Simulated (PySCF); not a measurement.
# [FClFe(mu-OH)2FeFCl]: magnetic exchange

Wanted: magnetic exchange for [FClFe(mu-OH)2FeFCl].

Programs: PySCF 2.14.0, with routines of our own; each step states its level. All values are computed. Atoms count from 0.

## Step 1: The starting structure

10 atoms, charge 0, high-spin multiplicity 11; geometry from: idealised, bond lengths from ionic radii.

The system (edge-sharing dimer): [FClFe(mu-OH)2FeFCl]. The metals (Fe(III), Fe(III)) are 2.88 Å apart; the bridge angle is 105°; the spin sites are atom 0 (5 unpaired) and atom 1 (5 unpaired).

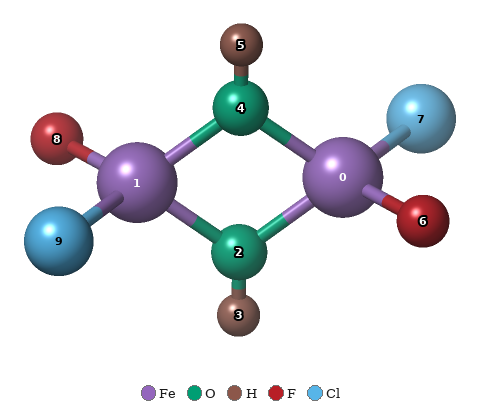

The starting geometry (iron purple, oxygen teal, hydrogen brown, fluorine red, chlorine blue); sticks join atoms by distance alone.

## Step 2: Magnetic exchange: PBE0/def2-SVP H:def2-SV(P) in water

What the job is given:

```
{"job": {"kind": "bs", "xc": "PBE0", "basis": {"default": "def2-SVP", "H": "def2-SV(P)"}, "grid": 1, "solvent": "water"}, "charge": 0, "high_spin_multiplicity": 11, "spin_sites": [[[0], 5], [[1], 5]]}
Fe    -1.438900     0.000000    -0.000000
Fe     1.438900     0.000000    -0.000000
O     -0.000000     1.112100    -0.000000
H     -0.000000     2.082100    -0.000000
O     -0.000000    -1.112100     0.000000
H     -0.000000    -2.082100     0.000000
F     -2.441500     0.000000     1.494900
Cl    -2.681000    -0.000000    -1.852000
F      2.441500    -0.000000    -1.494900
Cl     2.681000     0.000000     1.852000
```

Level: PBE0/def2-SVP H:def2-SV(P) high-spin and broken-symmetry single points, IEF-PCM water.

The run is started by

```console
> OMP_NUM_THREADS=1 python exch_run.py task.json out
```

The driver reads the jobs from task.json and runs them one after another.

The program printed:

```text
high-spin state, multiplicity 11
final grid: 53440 points
cycle   1  E = -3776.5696472151  dE =  1.808e+01  |g| = 4.487e+00  |ddm| = 1.641e+01
cycle   2  E = -3733.5973987067  dE =  4.297e+01  |g| = 8.800e+00  |ddm| = 1.801e+01
cycle   3  E = -3775.0186783107  dE = -4.142e+01  |g| = 6.001e+00  |ddm| = 1.241e+01
cycle   4  E = -3779.1838409419  dE = -4.165e+00  |g| = 5.802e+00  |ddm| = 3.466e+00
cycle   5  E = -3784.0933896243  dE = -4.910e+00  |g| = 5.166e+00  |ddm| = 2.713e+00
cycle   6  E = -3782.8943761734  dE =  1.199e+00  |g| = 5.331e+00  |ddm| = 7.062e-01
cycle   7  E = -3782.9537586319  dE = -5.938e-02  |g| = 5.333e+00  |ddm| = 2.377e-01
cycle   8  E = -3782.3299780674  dE =  6.238e-01  |g| = 5.390e+00  |ddm| = 7.261e-01
cycle   9  E = -3781.6662164654  dE =  6.638e-01  |g| = 5.409e+00  |ddm| = 5.822e-01
cycle  10  E = -3754.3643579156  dE =  2.730e+01  |g| = 7.781e+00  |ddm| = 1.801e+01
cycle  11  E = -3796.5223268900  dE = -4.216e+01  |g| = 1.301e+00  |ddm| = 1.772e+01
cycle  12  E = -3796.9107939489  dE = -3.885e-01  |g| = 1.053e+00  |ddm| = 1.841e+00
cycle  13  E = -3797.2671547461  dE = -3.564e-01  |g| = 5.960e-01  |ddm| = 7.532e-01
cycle  14  E = -3797.3503407137  dE = -8.319e-02  |g| = 3.823e-01  |ddm| = 2.566e-01
cycle  15  E = -3797.4150213961  dE = -6.468e-02  |g| = 8.966e-02  |ddm| = 3.196e-01
cycle  16  E = -3797.4182761976  dE = -3.255e-03  |g| = 1.482e-02  |ddm| = 7.954e-02
cycle  17  E = -3797.4184016258  dE = -1.254e-04  |g| = 3.891e-03  |ddm| = 1.798e-02
cycle  18  E = -3797.4184150562  dE = -1.343e-05  |g| = 1.582e-03  |ddm| = 7.027e-03
cycle  19  E = -3797.4184184480  dE = -3.392e-06  |g| = 4.842e-04  |ddm| = 4.290e-03
cycle  20  E = -3797.4184187036  dE = -2.556e-07  |g| = 2.249e-04  |ddm| = 1.189e-03
cycle  21  E = -3797.4184187440  dE = -4.039e-08  |g| = 2.997e-05  |ddm| = 3.793e-04
cycle  22  E = -3797.4184187466  dE = -2.548e-09  |g| = 2.440e-05  |ddm| = 1.306e-04
converged SCF energy = -3797.4184187466

broken-symmetry state, M_S = 0, start: spins of the second site flipped
final grid: 53440 points
cycle   1  E = -3797.4205050454  dE = -1.345e-02  |g| = 1.517e-02  |ddm| = 2.310e-01
cycle   2  E = -3797.4207809879  dE = -2.759e-04  |g| = 1.027e-02  |ddm| = 3.487e-02
cycle   3  E = -3797.4208020259  dE = -2.104e-05  |g| = 8.719e-03  |ddm| = 1.286e-02
cycle   4  E = -3797.4208308408  dE = -2.881e-05  |g| = 2.397e-03  |ddm| = 7.089e-03
cycle   5  E = -3797.4208325701  dE = -1.729e-06  |g| = 1.493e-03  |ddm| = 2.763e-03
cycle   6  E = -3797.4208335070  dE = -9.369e-07  |g| = 3.362e-04  |ddm| = 1.335e-03
cycle   7  E = -3797.4208335606  dE = -5.358e-08  |g| = 1.578e-04  |ddm| = 4.463e-04
cycle   8  E = -3797.4208335715  dE = -1.095e-08  |g| = 2.739e-05  |ddm| = 1.859e-04
cycle   9  E = -3797.4208335720  dE = -4.520e-10  |g| = 2.665e-05  |ddm| = 5.894e-05
converged SCF energy = -3797.4208335720

<S^2> high spin = 30.0125, broken symmetry = 4.9535
E(HS) - E(BS) = 529.99 cm-1
J_noodleman = -21.20 cm-1
J_unprojected = -17.67 cm-1
J_yamaguchi = -21.15 cm-1
```

It took 64 s on 1 thread of Arm Neoverse N1, shared host; peak memory 0.61 GiB.

In short:

```
                     quantity          value
                J (Yamaguchi)       -21 cm⁻¹
low less high spin, projected  -1.8 kcal/mol
```

Mulliken spin populations of the high-spin state:

```
atom  value (e)
 Fe0       4.25
 Fe1       4.25
  O2       0.27
  H3       0.01
  O4       0.27
  H5       0.01
  F6       0.24
 Cl7       0.23
  F8       0.24
 Cl9       0.23
```

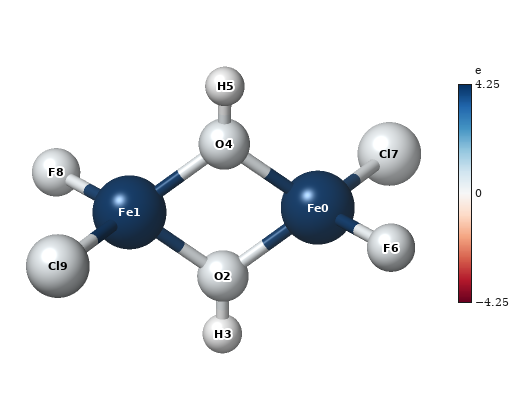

Mulliken spin populations of the high-spin state, as colours on the atoms.

## Step 3: Magnetic exchange: CASSCF and SC-NEVPT2/def2-SVP H:def2-SV(P) (10,10) in water

The job, as its differences from that of step 2:

```diff
@@ -1,2 +1,2 @@
-{"job": {"kind": "bs", "xc": "PBE0", "basis": {"default": "def2-SVP", "H": "def2-SV(P)"}, "grid": 1, "solvent": "water"}, "charge": 0, "high_spin_multiplicity": 11, "spin_sites": [[[0], 5], [[1], 5]]}
+{"job": {"kind": "cas", "xc": "PBE0", "basis": {"default": "def2-SVP", "H": "def2-SV(P)"}, "grid": 1, "active": "magnetic", "zfs": false, "npt": 2, "solvent": "water"}, "charge": 0, "high_spin_multiplicity": 11, "spin_sites": [[[0], 5], [[1], 5]]}
 Fe    -1.438900     0.000000    -0.000000
```

Level: CASSCF and SC-NEVPT2/def2-SVP H:def2-SV(P) spin states, IEF-PCM water.

The program printed:

```text
start orbitals: natural orbitals of the high-spin PBE0 determinant (converged)
active space: 10 electrons in 10 orbitals, 56 closed; orbitals optimised for multiplicities 11 9 7
macro   0  E = -3792.8595759735  dE =  0.000e+00  |g| = 1.028e+00
macro   1  E = -3792.9955353073  dE = -1.360e-01  |g| = 5.916e-01
macro   2  E = -3793.0326848662  dE = -3.715e-02  |g| = 4.002e-01
macro   3  E = -3793.0387569771  dE = -6.072e-03  |g| = 6.548e-02
macro   4  E = -3793.0391688131  dE = -4.118e-04  |g| = 2.893e-02
macro   5  E = -3793.0392244417  dE = -5.563e-05  |g| = 7.432e-03
macro   6  E = -3793.0392293613  dE = -4.920e-06  |g| = 1.800e-03
macro   7  E = -3793.0392301300  dE = -7.687e-07  |g| = 8.752e-04
macro   8  E = -3793.0392302111  dE = -8.111e-08  |g| = 3.065e-04
macro   9  E = -3793.0392302241  dE = -1.292e-08  |g| = 1.354e-04
CASSCF converged, mean energy = -3793.0392302241
2S+1 = 11  root 0  E(CAS) = -3793.03917539  E(NEVPT2) = -3794.53958410  occupations 1.000 1.000 1.000 1.000 1.000 1.000 1.000 1.000 1.000 1.000
2S+1 = 9  root 0  E(CAS) = -3793.03923396  E(NEVPT2) = -3794.53993155  occupations 1.015 1.014 1.009 1.009 1.009 0.991 0.991 0.991 0.986 0.985
2S+1 = 7  root 0  E(CAS) = -3793.03928132  occupations 1.028 1.026 1.017 1.016 1.016 0.984 0.984 0.983 0.974 0.972
2S+1 = 5  root 0  E(CAS) = -3793.03931712  occupations 1.037 1.034 1.023 1.022 1.022 0.978 0.978 0.977 0.966 0.963
2S+1 = 3  root 0  E(CAS) = -3793.03934113  occupations 1.043 1.040 1.027 1.026 1.025 0.975 0.974 0.973 0.960 0.957
2S+1 = 1  root 0  E(CAS) = -3792.81295473  occupations 1.352 1.344 1.230 1.125 1.101 0.902 0.895 0.769 0.671 0.612
```

Wall time 64 s (1 thread of Arm Neoverse N1, shared host); peak memory 0.61 GiB.

Warnings kept with the result: a CI root did not converge.

The solvent's field is frozen at that of the high-spin determinant; only differences between these total energies have meaning.

J and the spin gap of this run are not to be taken as properties: the CI did not converge.

## Step 4: Magnetic exchange: BP86/def2-SVP H:def2-SV(P) in water

What the job is given:

```
{"job": {"kind": "bs", "xc": "BP86", "basis": {"default": "def2-SVP", "H": "def2-SV(P)"}, "grid": 1, "solvent": "water"}, "charge": 0, "high_spin_multiplicity": 11, "spin_sites": [[[0], 5], [[1], 5]]}
Fe    -1.438900     0.000000    -0.000000
Fe     1.438900     0.000000    -0.000000
O     -0.000000     1.112100    -0.000000
H     -0.000000     2.082100    -0.000000
O     -0.000000    -1.112100     0.000000
H     -0.000000    -2.082100     0.000000
F     -2.441500     0.000000     1.494900
Cl    -2.681000    -0.000000    -1.852000
F      2.441500    -0.000000    -1.494900
Cl     2.681000     0.000000     1.852000
```

Method: BP86/def2-SVP H:def2-SV(P) high-spin and broken-symmetry single points, IEF-PCM water.

The program printed:

```text
high-spin state, multiplicity 11
final grid: 53440 points
cycle   1  E = -3798.6774891219  dE =  2.750e-01  |g| = 8.841e-01  |ddm| = 7.882e-01
cycle   2  E = -3794.4918044127  dE =  4.186e+00  |g| = 2.975e+00  |ddm| = 4.832e+00
cycle   3  E = -3798.9288973772  dE = -4.437e+00  |g| = 3.283e-01  |ddm| = 4.594e+00
cycle   4  E = -3798.9540973090  dE = -2.520e-02  |g| = 2.453e-01  |ddm| = 4.393e-01
cycle   5  E = -3798.9745411474  dE = -2.044e-02  |g| = 7.652e-02  |ddm| = 2.170e-01
cycle   6  E = -3798.9751191398  dE = -5.780e-04  |g| = 6.797e-02  |ddm| = 9.899e-02
cycle   7  E = -3798.9769059394  dE = -1.787e-03  |g| = 1.971e-02  |ddm| = 5.529e-02
cycle   8  E = -3798.9770410350  dE = -1.351e-04  |g| = 8.895e-03  |ddm| = 2.406e-02
cycle   9  E = -3798.9770807147  dE = -3.968e-05  |g| = 1.971e-03  |ddm| = 9.274e-03
cycle  10  E = -3798.9770823272  dE = -1.612e-06  |g| = 2.859e-04  |ddm| = 1.306e-03
cycle  11  E = -3798.9770823514  dE = -2.421e-08  |g| = 1.574e-04  |ddm| = 2.865e-04
cycle  12  E = -3798.9770823600  dE = -8.607e-09  |g| = 6.976e-05  |ddm| = 2.004e-04
converged SCF energy = -3798.9770823600

broken-symmetry state, M_S = 0, start: spins of the second site flipped
final grid: 53440 points
cycle   1  E = -3798.9851295929  dE = -1.594e-02  |g| = 5.206e-02  |ddm| = 5.078e-01
cycle   2  E = -3798.9668988285  dE =  1.823e-02  |g| = 2.180e-01  |ddm| = 1.799e-01
cycle   3  E = -3798.9848936829  dE = -1.799e-02  |g| = 5.489e-02  |ddm| = 1.702e-01
cycle   4  E = -3798.9862156742  dE = -1.322e-03  |g| = 3.008e-03  |ddm| = 4.326e-02
cycle   5  E = -3798.9862148950  dE =  7.792e-07  |g| = 3.320e-03  |ddm| = 5.088e-03
cycle   6  E = -3798.9862162042  dE = -1.309e-06  |g| = 2.740e-03  |ddm| = 4.595e-03
cycle   7  E = -3798.9862168377  dE = -6.335e-07  |g| = 2.467e-03  |ddm| = 3.547e-03
cycle   8  E = -3798.9862194697  dE = -2.632e-06  |g| = 1.041e-04  |ddm| = 2.017e-03
cycle   9  E = -3798.9862194755  dE = -5.744e-09  |g| = 3.204e-05  |ddm| = 1.702e-04
converged SCF energy = -3798.9862194755

<S^2> high spin = 30.0059, broken symmetry = 4.7479
E(HS) - E(BS) = 2005.37 cm-1
J_noodleman = -80.21 cm-1
J_unprojected = -66.85 cm-1
J_yamaguchi = -79.40 cm-1
```

Run time: 22 s. Hardware: 1 thread of Arm Neoverse N1, shared host; peak memory 0.67 GiB.

Key values:

```
                     quantity          value
                J (Yamaguchi)       -79 cm⁻¹
low less high spin, projected  -6.8 kcal/mol
```

## Step 5: Magnetic exchange: CASSCF and SC-NEVPT2/def2-SVP H:def2-SV(P) (10,10) in water

The job, as its differences from that of step 4:

```diff
@@ -1,2 +1,2 @@
-{"job": {"kind": "bs", "xc": "BP86", "basis": {"default": "def2-SVP", "H": "def2-SV(P)"}, "grid": 1, "solvent": "water"}, "charge": 0, "high_spin_multiplicity": 11, "spin_sites": [[[0], 5], [[1], 5]]}
+{"job": {"kind": "cas", "xc": "PBE0", "basis": {"default": "def2-SVP", "H": "def2-SV(P)"}, "grid": 1, "active": "magnetic", "zfs": false, "npt": 2, "solvent": "water", "max": 8, "thr": 0.005}, "charge": 0, "high_spin_multiplicity": 11, "spin_sites": [[[0], 5], [[1], 5]]}
 Fe    -1.438900     0.000000    -0.000000
```

Method: CASSCF and SC-NEVPT2/def2-SVP H:def2-SV(P) spin states, IEF-PCM water.

The program printed:

```text
start orbitals: natural orbitals of the high-spin PBE0 determinant (converged)
active space: 10 electrons in 10 orbitals, 56 closed; orbitals optimised for multiplicities 11 9 7
macro   0  E = -3792.8595759735  dE =  0.000e+00  |g| = 1.028e+00
macro   1  E = -3792.9955353073  dE = -1.360e-01  |g| = 5.916e-01
macro   2  E = -3793.0326848662  dE = -3.715e-02  |g| = 4.002e-01
macro   3  E = -3793.0387569771  dE = -6.072e-03  |g| = 6.548e-02
macro   4  E = -3793.0391688131  dE = -4.118e-04  |g| = 2.893e-02
macro   5  E = -3793.0392244417  dE = -5.563e-05  |g| = 7.432e-03
macro   6  E = -3793.0392293613  dE = -4.920e-06  |g| = 1.800e-03
macro   7  E = -3793.0392301300  dE = -7.687e-07  |g| = 8.752e-04
macro   8  E = -3793.0392302111  dE = -8.111e-08  |g| = 3.065e-04
macro   9  E = -3793.0392302241  dE = -1.292e-08  |g| = 1.354e-04
CASSCF converged, mean energy = -3793.0392302241
2S+1 = 11  root 0  E(CAS) = -3793.03917539  E(NEVPT2) = -3794.53958410  occupations 1.000 1.000 1.000 1.000 1.000 1.000 1.000 1.000 1.000 1.000
2S+1 = 9  root 0  E(CAS) = -3793.03923396  E(NEVPT2) = -3794.53993155  occupations 1.015 1.014 1.009 1.009 1.009 0.991 0.991 0.991 0.986 0.985
2S+1 = 7  root 0  E(CAS) = -3793.03928132  occupations 1.028 1.026 1.017 1.016 1.016 0.984 0.984 0.983 0.974 0.972
2S+1 = 5  root 0  E(CAS) = -3793.03931712  occupations 1.037 1.034 1.023 1.022 1.022 0.978 0.978 0.977 0.966 0.963
2S+1 = 3  root 0  E(CAS) = -3793.03934113  occupations 1.043 1.040 1.027 1.026 1.025 0.975 0.974 0.973 0.960 0.957
2S+1 = 1  root 0  E(CAS) = -3792.81295473  occupations 1.352 1.344 1.230 1.125 1.101 0.902 0.895 0.769 0.671 0.612
```

It took 1.8 min on 1 thread of Arm Neoverse N1, shared host; peak memory 0.67 GiB.

Warnings kept with the result: a CI root did not converge.

The solvent's field is frozen at that of the high-spin determinant; only differences between these total energies have meaning.

J and the spin gap of this run are not to be taken as properties: the CI did not converge.

## Step 6: Spin gaps side by side

J for H = −2J S1·S2; the gap is low spin less high spin (projected; unprojected where the broken-symmetry state collapsed; or NEVPT2):

```
step                                level  geometry  J (cm⁻¹)  gap (kcal/mol)  time
   2  PBE0/def2-SVP H:def2-SV(P) in water       one       -21            -1.8  64 s
   4  BP86/def2-SVP H:def2-SV(P) in water       one       -79            -6.8  22 s
```

## Step 7: Outcome

| quantity | value |
| --- | --- |
| J (Yamaguchi) (step 2, PBE0/def2-SVP H:def2-SV(P) in water) | -21 cm⁻¹ |
| low less high spin, projected (step 2, PBE0/def2-SVP H:def2-SV(P) in water) | -1.8 kcal/mol |
| J | -79 (BP86/def2-SVP H:def2-SV(P) in water) to -21 cm⁻¹ (PBE0/def2-SVP H:def2-SV(P) in water) |

**Reading.** Step 3 is set aside for J and the spin gap: the CI did not converge. The levels with a meaningful J put the low-spin state lower (antiferromagnetic coupling), from -79 to -21 cm⁻¹.
